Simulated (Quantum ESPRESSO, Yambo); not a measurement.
# Quasiparticle gap of MgO (Periclase) in Yambo, part 2 of 2

Wanted: ground state, empty states, screening and self-energy for MgO (Periclase).

Quantum ESPRESSO 7.5 and Yambo 5.3.0; PBE and many-body steps on it, plane waves. Known limits of the many-body steps: not at the basis limit; coarse k mesh.

So far. Step 2 (Ground state): The gap is direct, at Γ. Step 3 (Bands along the symmetry lines): The gap is 4.733 eV, as in the run before at this level.

The database entry behind the starting cell differs from later determinations by our own check (about 0.1 % long), so it need not match the best structure at ambient conditions.

### 4. Empty states on the mesh, 4×4×4 mesh, 86 bands

Level of this step: DFT, PBE, plane waves, norm-conserving pseudopotentials (Quantum ESPRESSO).

The sums over transitions need many empty states on a uniform mesh; this step solves for them.

pw.in reads:

```
&control
  calculation = 'nscf'
  prefix = 'x'
  outdir = 'o'
  pseudo_dir = 'pseudo'
/
&system
  ibrav = 0
  nat = 2
  ntyp = 2
  ecutwfc = 76.0
  nbnd = 86
  force_symmorphic = .true.
/
&electrons
  conv_thr = 1e-9
  electron_maxstep = 80
  diago_full_acc = .true.
  diago_thr_init = 5e-6
/
ATOMIC_SPECIES
  Mg 24.305 Mg.upf
  O 15.999 O.upf
CELL_PARAMETERS angstrom
  -0.0000000000 2.1085000000 2.1085000000
  2.1085000000 0.0000000000 2.1085000000
  2.1085000000 2.1085000000 0.0000000000
ATOMIC_POSITIONS crystal
  Mg 0.0000000000 0.0000000000 0.0000000000
  O 0.5000000000 0.5000000000 0.5000000000
K_POINTS automatic
  4 4 4 0 0 0
```

Started as:

```sh
$ OMP_NUM_THREADS=1 mpirun -n 4 pw.x -nk 4 -in pw.in > pw.out
```

What it wrote:

```text
[banner, memory and clock lines left out]
Program PWSCF v.7.5 starts

     Atomic positions and unit cell read from directory:
     o/x.save/

     Message from routine setup:
     using ibrav=0 with symmetry is DISCOURAGED, use correct ibrav instead

     G-vector sticks info

     bravais-lattice index     =            0
     lattice parameter (alat)  =       5.6349  a.u.
     unit-cell volume          =     126.5166 (a.u.)^3
     number of atoms/cell      =            2
     number of atomic types    =            2
     number of electrons       =        16.00
     number of Kohn-Sham states=           86
     kinetic-energy cutoff     =      76.0000  Ry
     charge density cutoff     =     304.0000  Ry
     Exchange-correlation= PBE
                           (   1   4   3   4   0   0   0)

     celldm(1)=   5.634916  celldm(2)=   0.000000  celldm(3)=   0.000000
     celldm(4)=   0.000000  celldm(5)=   0.000000  celldm(6)=   0.000000

     crystal axes: (cart. coord. in units of alat)
               a(1) = (  -0.000000   0.707107   0.707107 )
               a(2) = (   0.707107   0.000000   0.707107 )
               a(3) = (   0.707107   0.707107   0.000000 )

     reciprocal axes: (cart. coord. in units 2 pi/alat)
               b(1) = ( -0.707107  0.707107  0.707107 )
               b(2) = (  0.707107 -0.707107  0.707107 )
               b(3) = (  0.707107  0.707107 -0.707107 )
     Pseudo is Norm-conserving, Zval = 10.0
     Generated using ONCVPSP code by D. R. Hamann
     Using radial grid of 1510 points,  4 beta functions with:
     Pseudo is Norm-conserving + core correction, Zval =  6.0
     Generated using ONCVPSP code by D. R. Hamann
     Using radial grid of  936 points,  5 beta functions with:
     Mg               10.00    24.30500     Mg( 1.00)
     O                 6.00    15.99900     O ( 1.00)

     48 Sym. Ops., with inversion, found

   Cartesian axes

     site n.     atom                  positions (alat units)
         1        Mg     tau(   1) = (   0.0000000   0.0000000   0.0000000  )
         2        O      tau(   2) = (   0.7071068   0.7071068   0.7071068  )

     number of k points=     8
                       cart. coord. in units 2pi/alat
        k(    1) = (   0.0000000   0.0000000   0.0000000), wk =   0.0312500
        k(    2) = (   0.1767767   0.1767767  -0.1767767), wk =   0.2500000
        k(    3) = (  -0.3535534  -0.3535534   0.3535534), wk =   0.1250000
[...]
k(    7) = (  -0.7071068   0.0000000   0.0000000), wk =   0.0937500
        k(    8) = (  -0.7071068   0.3535534   0.0000000), wk =   0.1875000

     Dense  grid:    11311 G-vectors     FFT dimensions: (  32,  32,  32)

     The potential is recalculated from file :
     o/x.save/charge-density

     Starting wfcs are    9 randomized atomic wfcs +   77 random wfcs

     Band Structure Calculation

     End of band structure calculation

          k = 0.0000 0.0000 0.0000 (  1411 PWs)   bands (ev):

   -64.3635 -31.1133 -31.1133 -31.1133  -9.1597   8.0109   8.0109   8.0109
    12.7439  23.9496  23.9496  23.9496  27.7112  29.7246  29.7246  32.2651
    32.2651  32.2651  46.2619  46.2619  46.2619  46.9113  58.6243  58.6243
[...]
153.7432 153.7432 153.7432 153.9620 155.5734 155.5734

          k = 0.1768 0.1768-0.1768 (  1405 PWs)   bands (ev):

[...]
146.4798 146.4798 147.2500 147.2500 147.4860 150.3929

          k =-0.3536-0.3536 0.3536 (  1404 PWs)   bands (ev):

[...]
119.7412 119.8667 119.8667 120.9845 121.7415 121.9023 125.4234 125.4234
   127.7210 131.1261 135.9716 135.9716 138.3843 138.3843 138.4725 138.4725
   138.4906 142.8294 143.7568 147.2214 147.2214 149.1454

          k = 0.3536 0.0000 0.0000 (  1427 PWs)   bands (ev):

     [... further k-points ...]

     highest occupied, lowest unoccupied level (ev):     8.0109   12.7439

     XML data file, pseudopotentials, collected wavefunctions
```

It took 2 s on 4 MPI ranks of Arm Neoverse V1, shared host; peak memory 0.05 GiB; 7.6 s of CPU time.

This step gave:

```
gap                                                           : 4.733 eV
k of the valence top                                          : 0, 0, 0
k of the conduction bottom                                    : 0, 0, 0
least direct gap                                              : 4.733 eV
k points computed                                             : 8
lowest point of the top converged band, above the valence top : 137.1542 eV
```

On this mesh the gap is 4.733 eV.

### 5. Conversion and set-up

This step: Yambo 5.3.0; conversion and set-up on PBE, plane waves, norm-conserving pseudopotentials.

The states are converted to the many-body program's format and the q mesh is built.

Started as:

```sh
$ (cd o/x.save; p2y > p2y.log; mv SAVE ../..); yambo > setup.log
```

What it wrote:

```text
 Yambo, version 5.3.0

 [02] CORE Variables Setup
 =========================

  [02.01] Unit cells
  ==================

  Cell kind             :  FCC
  Atoms in the cell     :  Mg  O
  number of Mg atoms    :  1
  number of O  atoms    :  1

  List of atomic masses
  Mass of Mg    :  24.30500
  Mass of O     :  15.99900

  List of atomic coordinates    : [cc]
  Mg1       :  0.000000  0.000000  0.000000  order 1
  O1       :  3.984488  3.984488  3.984488  order 2

  Alat factors          :  3.984488  3.984488  3.984488 [a.u.]
  Direct lattice volume :  126.5166 [a.u.]
  Direct lattice vectors:  A[ 1 ]  A[ 2 ]  A[ 3 ]
   A[ 1 ]: -0.000000  1.000000  1.000000  [iru]
  -0.000000  3.984488  3.984488  [cc]
   A[ 2 ]:  1.000000  0.000000  1.000000  [iru]
   3.984488  0.000000  3.984488  [cc]
   A[ 3 ]:  1.000000  1.000000  0.000000  [iru]
   3.984488  3.984488  0.000000  [cc]

  Recip. lattice volume :  1.960614 [a.u.]
  Recip. lattice vectors:  B[ 1 ]  B[ 2 ]  B[ 3 ]
   B[ 1 ]: -0.500000  0.500000  0.500000  [iku]
  -0.788456  0.788456  0.788456  [cc]
   B[ 2 ]:  0.500000 -0.500000  0.500000  [iku]
   0.788456 -0.788456  0.788456  [cc]
   B[ 3 ]:  0.500000  0.500000 -0.500000  [iku]
   0.788456  0.788456 -0.788456  [cc]

  [02.02] Symmetries
  ==================

  Inversion symmetry    : yes
  Spatial inversion     : yes
  Inversion index       :  25
  K-space Time-reversal : no
  Magnetic symmetries   : no
  Group table correct   : yes
  Symmetries units      :  [cc]

   [S  1]:   1.0000     -0.13128E-16 -0.13128E-16 -0.13128E-16   1.0000      0.13128E-16  0.13128E-16  0.13128E-16   1.0000
   [S  2]:  -1.0000      0.13128E-16 -0.13128E-16  0.13128E-16  -1.0000      0.13128E-16 -0.13128E-16 -0.13128E-16   1.0000
   [S  3]:  -1.0000     -0.13128E-16  0.13128E-16  0.13128E-16   1.0000     -0.13128E-16 -0.13128E-16  0.13128E-16  -1.0000
[...]
[... 36 further rows ...]
   [S 47]: -0.13128E-16   1.0000      0.13128E-16  0.13128E-16 -0.13128E-16  -1.0000       1.0000      0.13128E-16 -0.13128E-16
   [S 48]: -0.13128E-16  -1.0000     -0.13128E-16  0.13128E-16  0.13128E-16   1.0000       1.0000     -0.13128E-16  0.13128E-16

  [02.03] Reciprocal space
  ========================

  nG shells         :  165
  nG charge         :  11311
  nG WFs            :  1863
  nC WFs            :  1428
  G-vecs. in first 16 shells:  [ Number ]
     1    9   15   27   51   59   65   89  113
   137  169  181  229  259  283  307
  ...
  Shell energy in first 16 shells:  [ mHa ]
    0.00000      932.494      1243.33      2486.65      3419.14      3729.98      4973.30      5905.80      6216.63
    7459.95      8392.45      9946.60      10879.1      11189.9      12433.3      13365.7
  ...

  [02.04] K-grid lattice
  ======================

  Compatible Grid is   : 3D
  Base K vectors       :  K_min[ 1 ]  K_min[ 2 ]  K_min[ 3 ]
[...]
BZ  K-points                                      :   64

  K/Q-points units:
  rlu = crystal or reduced units; cc = cartesian coordinates; iku = interal k-units

  K [1]          [rlu]:  0.000000  0.000000  0.000000
         WF components:  1411
  K [2]          [rlu]:  0.15368E-17  0.15368E-17  0.25000
         WF components:  1405
  K [3]          [rlu]: -0.30736E-17 -0.30736E-17 -0.50000
         WF components:  1404
  K [4]          [rlu]:  0.94682E-17  0.25000      0.25000
         WF components:  1427
  K [5]          [rlu]: -0.11041E-16  0.25000     -0.50000
         WF components:  1423
  [... 2 further k-points ...]
  K [8]          [rlu]:  0.250000 -0.500000 -0.250000
         WF components:  1424

  [02.05] Energies & Occupations
  ==============================

  [X] === General ===
  [X] Electronic Temperature                        :  0.000000  0.000000 [eV K]
  [X] Bosonic    Temperature                        :  0.000000  0.000000 [eV K]
  [X] Finite Temperature mode                       : no
  [X] El. density                                   :  0.85343E+24 [cm-3]
  [X] Fermi Level                                   :  8.010855 [eV]

  [X] === Gaps and Widths ===
  [X] Conduction Band Min                           :  4.733022 [eV]
  [X] Valence Band Max                              :  0.000000 [eV]
  [X] Filled Bands                                  :   8
  [X] Empty Bands                                   :    9   86
  [X] Direct Gap                                    :  4.733022 [eV]
  [X] Direct Gap localized at k                     :  1
  [X] Indirect Gap                                  :  4.733022 [eV]
  [X] Indirect Gap between kpts                     :  1  1
  [X] Last valence band width                       :  1.746695 [eV]
  [X] 1st conduction band width                     :  6.928393 [eV]

  E @ K [1]:  [eV]
   -72.3744     -39.1241     -39.1241     -39.1241     -17.1706    -0.156732E-8 -0.153898E-8   0.00000
    4.73302  15.93871  15.93871  15.93871  19.70034  21.71377  21.71377  24.25421
  occ @ K [1]
   2.000000  2.000000  2.000000  2.000000  2.000000  2.000000  2.000000  2.000000
[...]
E @ K [2]:  [eV]
[...]
occ @ K [2]
[...]
E @ K [3]:  [eV]
[...]
occ @ K [3]
[...]
E @ K [4]:  [eV]
[...]
occ @ K [4]
[...]
E @ K [5]:  [eV]
[...]
occ @ K [5]
[...]
[... 2 further k-points ...]
  E @ K [8]:  [eV]
[...]
occ @ K [8]
   2.000000  2.000000  2.000000  2.000000  2.000000  2.000000  2.000000  2.000000
   0.000000  0.000000  0.000000  0.000000  0.000000  0.000000  0.000000  0.000000

 [03] Transferred momenta grid and indexing
 ==========================================

 IBZ Q-points                                      :   8
 BZ  Q-points                                      :   64

 K/Q-points units:
 rlu = crystal or reduced units; cc = cartesian coordinates; iku = interal k-units

 Q [1]          [rlu]:  0.000000  0.000000  0.000000
 Q [2]          [rlu]:  0.15368E-17  0.15368E-17  0.25000
 Q [3]          [rlu]: -0.30736E-17 -0.30736E-17 -0.50000
[...]
Q [7]          [rlu]: -0.18936E-16 -0.50000     -0.50000
 Q [8]          [rlu]:  0.250000 -0.500000 -0.250000

  [03.01] X indexes
  =================

   [03.01.01] Sigma indexes
   ========================

 [06] Game Over & Game summary
```

Elapsed: 1.8 s, on 1 MPI rank; peak memory 0.23 GiB.

### 6. Screening and self-energy, 4×4×4 mesh, 86 bands, screening to 210.9 eV

Now the one-shot GW correction: screening in the RPA, then the self-energy of the levels asked for.

This step: G0W0 on PBE, plane waves, norm-conserving pseudopotentials.

gw1.in reads:

```
HF_and_locXC
gw0
dyson
ppa
em1d
rim_cut
RandQpts= 1000000
RandGvec= 1 RL
EXXRLvcs= 76 Ry
VXCRLvcs= 304 Ry
Chimod= "HARTREE"
% BndsRnXp
 1 | 86 |
%
NGsBlkXp= 15.5 Ry
% LongDrXp
 1 | 1 | 1 |
%
% GbndRnge
 1 | 86 |
%
DysSolver= "n"
ExtendOut
PPAPntXp= 27.21138 eV
% QPkrange
 1 | 1 | 7 | 10 |
%
```

Started as:

```sh
$ OMP_NUM_THREADS=1 mpirun -n 4 yambo -F gw1.in -J gw1 -C gw1 > gw1.log
```

What it wrote:

```text
 Yambo, version 5.3.0

 [02] CORE Variables Setup
 =========================

  [... cell, symmetries and grids as in the set-up ...]

  [02.05] Energies & Occupations
  ==============================

  [X] === General ===
  [X] Electronic Temperature                        :  0.000000  0.000000 [eV K]
  [X] Bosonic    Temperature                        :  0.000000  0.000000 [eV K]
  [X] Finite Temperature mode                       : no
  [X] El. density                                   :  0.85343E+24 [cm-3]
  [X] Fermi Level                                   :  8.010855 [eV]

  [X] === Gaps and Widths ===
  [X] Conduction Band Min                           :  4.733022 [eV]
  [X] Valence Band Max                              :  0.000000 [eV]
  [X] Filled Bands                                  :   8
  [X] Empty Bands                                   :    9   86
  [X] Direct Gap                                    :  4.733022 [eV]
  [X] Direct Gap localized at k                     :  1
  [X] Indirect Gap                                  :  4.733022 [eV]
  [X] Indirect Gap between kpts                     :  1  1
  [X] Last valence band width                       :  1.746695 [eV]
  [X] 1st conduction band width                     :  6.928393 [eV]

 [03] Transferred momenta grid and indexing
 ==========================================

 IBZ Q-points                                      :   8
 BZ  Q-points                                      :   64

 K/Q-points units:
 rlu = crystal or reduced units; cc = cartesian coordinates; iku = interal k-units

 Q [1]          [rlu]:  0.000000  0.000000  0.000000
 Q [2]          [rlu]:  0.15368E-17  0.15368E-17  0.25000
 Q [3]          [rlu]: -0.30736E-17 -0.30736E-17 -0.50000
 Q [4]          [rlu]:  0.94682E-17  0.25000      0.25000
 Q [5]          [rlu]: -0.96335E-17  0.25000      0.50000
 Q [6]          [rlu]: -0.30736E-17  0.25000     -0.25000
 Q [7]          [rlu]: -0.18936E-16 -0.50000     -0.50000
 Q [8]          [rlu]:  0.250000 -0.500000 -0.250000

 [04] Coloumb potential Random Integration (RIM)
 ===============================================

  [04.01] RIM initialization
  ==========================

  * Diagonal components only detected *

  8 x (sBL volume)        :  0.245077 [a.u.]
  sBZ random points       :  1000000
  Points outside the sBZ  :   7968281
  RL volume               :  1.960614 [a.u.]
  Integrated volume       :  1.968419 [a.u.]

  [04.02] RIM integrals
  =====================

  Gamma point sphere radius             :  0.113514 [a.u.]
  Points outside the sphere             :   800476
  [Int_sBZ(q=0) 1/q^2]*(Vol_sBZ)^(-1/3) =:  7.776341
                                 should be <:  7.795600

  Summary of Coulomb integrals for non-metallic bands |Q|[au] RIM/Bare

  Q [1] 0.100000E-4 0.997530 * Q [2] 0.341411 1.068930
  Q [4] 0.394228 1.068679 * Q [6] 0.557523 1.029814
  Q [5] 0.653753 1.023420 * Q [3] 0.682823 1.020347
  Q [7] 0.788456 1.016896 * Q [8] 0.881520 1.013834

 [05] Dipoles
 ============

  [05.01] Setup: observables and procedures
  =========================================

 [06] Dynamic Dielectric Matrix (PPA)
 ====================================

 [WR./gw1//ndb.pp]---------------------------------------------------------------
  Brillouin Zone Q/K grids (IBZ/BZ)                :    8   64    8   64
  RL vectors                                       :  1893 [WF]
  Coulomb cutoff potential                         : none
  Electronic Temperature                           :  0.000000 [K]
  Bosonic    Temperature                           :  0.000000 [K]
  PPA    diel. fun.  energies                      : Perdew, Burke & Ernzerhof(X)+Perdew, Burke & Ernzerhof(C)
  wavefunctions                                    : Perdew, Burke & Ernzerhof(X)+Perdew, Burke & Ernzerhof(C)
  Global Gauge                                     : length
  X matrix size                                    :  169
  X band range                                     :    1   86
  X e/h energy range                               : -1.000000 -1.000000 [eV]
  X Time ordering                                  : R
  X Hxc Kernel                                     : HARTREE
  X Drude frequency                                :  0.000000  0.000000
  X poles                                          :  100.0000 [o/o]
  RL vectors in the sum                            :  1893
  [r,Vnl] included                                 : yes
  Field direction                                  :  0.577350E-5  0.577350E-5  0.577350E-5
  BZ energy Double Grid                            : no
  BZ energy DbGd points                            : 0
  BZ Q point size factor                           : -1.000000
  X Optical Averaged directions                    : none

 [07] Local Exchange-Correlation + Non-Local Fock
 ================================================

 [VXC] Plane waves :  11311
 [EXS] Plane waves :  1459

 QP @ state[ 1 ] K range:  1  1
 QP @ state[ 1 ] b range:   7  10

 [xc] Functional : Perdew, Burke & Ernzerhof(X)+Perdew, Burke & Ernzerhof(C)
 [xc] LIBXC used to calculate xc functional
  PP Number of Atomic Species                      :  2
  NLCC RL compoments                               :  11311
  PP Number of Atomic Species                      :  2
  NLCC RL compoments                               :  11311

 [xc] E_xc :  -11.58643 [Ha]
      E_xc :  -23.17287 [Ry]

  Local XC kind (lXC) : Perdew, Burke & Ernzerhof(X)+Perdew, Burke & Ernzerhof(C)
  Non-Local XC kind (nlXC) : Hartree-Fock

  Corrections @ K [1] :  [eV]
 <7|nlXC|7> = -25.49764 -0.12822E-17 <7|lXC|7> = -20.11168 -0.18881E-15
 <8|nlXC|8> = -25.49778 -0.68458E-17 <8|lXC|8> = -20.11168 -0.37763E-15
 <9|nlXC|9> = -8.797439  0.42832E-17 <9|lXC|9> = -13.44687  0.37766E-15
 <10|nlXC|10> = -3.682461 -0.88948E-18 <10|lXC|10> = -9.561371 -0.47199E-16

 [08] Dyson equation: Newton solver
 ==================================

  [08.01] G0W0 (W PPA)
  ====================

  [  GW  ] Bands range     :    1   86
  [GW/PPA] G damping       :  0.100000 [eV]

  QP @ state[ 1 ] K range:  1  1
  QP @ state[ 1 ] b range:   7  10

   Sc/G bands                                       :    1   86
   Sc/G damping                                     :  0.100000 ev
   Sc bands terminator                              : no
   Sx RL components                                 :  1459

   QP @ state[ 1 ] K range                          :  1  1
   QP @ state[ 1 ] b range                          :   7  10
   GF energies kind                                 : Perdew, Burke & Ernzerhof(X)+Perdew, Burke & Ernzerhof(C)
   GF WF`s kind                                     : Perdew, Burke & Ernzerhof(X)+Perdew, Burke & Ernzerhof(C)
   Xs energies kind                                 : Perdew, Burke & Ernzerhof(X)+Perdew, Burke & Ernzerhof(C)
   Xs WF`s kind                                     : Perdew, Burke & Ernzerhof(X)+Perdew, Burke & Ernzerhof(C)

 [11] Game Over & Game summary
```

The job ended after 19 s (4 MPI ranks; peak memory 1.1 GiB).

Numbers from this step:

```yaml
g0w0_gap_on_the_points_computed: 6.963 eV
starting_gap_on_the_mesh: 4.733 eV
k_of_the_valence_top: 0, 0, 0
k_of_the_conduction_bottom: 0, 0, 0
least_direct_g0w0_gap_on_the_computed_points: 6.963 eV
z_at_the_valence_top: 0.8005
z_at_the_conduction_bottom: 0.8499
```

The gap on the mesh goes from 4.73 eV to 6.96 eV, a correction of +2.23 eV.

Limits: finite bands, cutoff and mesh; coarse k mesh. v1 is the top filled band, c1 the lowest empty one. The levels before and after the correction (eV, zero at the valence-band top of each column):

|  | conduction bottom | valence top |
| --- | --- | --- |
| Kohn-Sham | 4.73 | 0.00 |
| G0W0 | 6.96 | 0.00 |

|  | level | energy (eV) |
| --- | --- | --- |
| Kohn-Sham | Γ v2-v1 | 0.000 |
| Kohn-Sham | Γ c1 | 4.733 |
| Kohn-Sham | Γ c2 | 15.939 |
| G0W0 | Γ v2-v1 | 0.000 |
| G0W0 | Γ c1 | 6.963 |
| G0W0 | Γ c2 | 18.291 |

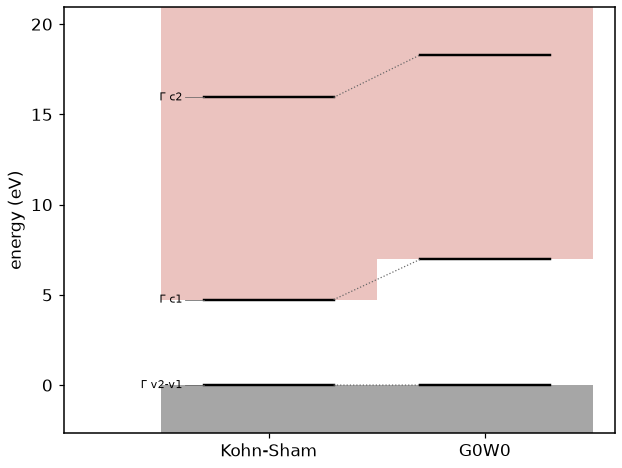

Levels before and after the correction. Shaded: valence and conduction bands.

### 7. Where the time went

Times are wall times on the hardware named with each run, good to a factor of about two.

| step | time | share | memory (GiB) |
| --- | --- | --- | --- |
| ground state | 2.2 s | 8 % | 0.19 |
| bands along the symmetry lines | 1.4 s | 5 % | 0.05 |
| empty states on the mesh | 2 s | 7 % | 0.05 |
| conversion and set-up | 1.8 s | 7 % | 0.23 |
| screening and self-energy | 19 s | 73 % | 1.1 |

### 8. Outcome

* PBE gap: 4.73 eV, direct
* G0W0 gap on the mesh: 6.96 eV
* GW settings: 4×4×4 mesh, 86 bands, screening to 210.9 eV, Godby-Needs plasmon pole
* known limits: not at the basis limit; coarse k mesh

**Reading.** G0W0 moves the gap on the mesh from 4.73 eV to 6.96 eV (+2.23 eV), with Z of 0.80 and 0.85 at the edges. Only 1 of the mesh's irreducible points was corrected, so a valley elsewhere could overtake. The dearest step here is «screening and self-energy». Bands and cutoff are finite, so the gap is not at the basis limit. The miss can reach some tenths of an eV and take either sign; the mesh is an error of its own. In the G0W0 run levels were corrected at 1 k point alone, so a gap called «on the mesh» is the least over those, and an edge elsewhere would be missed. The 4×4×4 mesh is coarse for this cell, which bears on the long-range parts of exchange and screening.

[Paths, hosts, dates, memory and timing lines, banners, echoed tables and standing remarks are left out of the program output.]

[Logs are printed without paths, hosts, clocks, repeated set-up lines and the standing remarks that a program may print on its own settings, such as how far it seeks lower states.]

[Runs of the session that timed out or met a known fault of the program may be left out.]

[Hosts, paths, dates, database ids (printed as entryN), source tags and the programs' standing remarks are cut or masked in the printed files.]
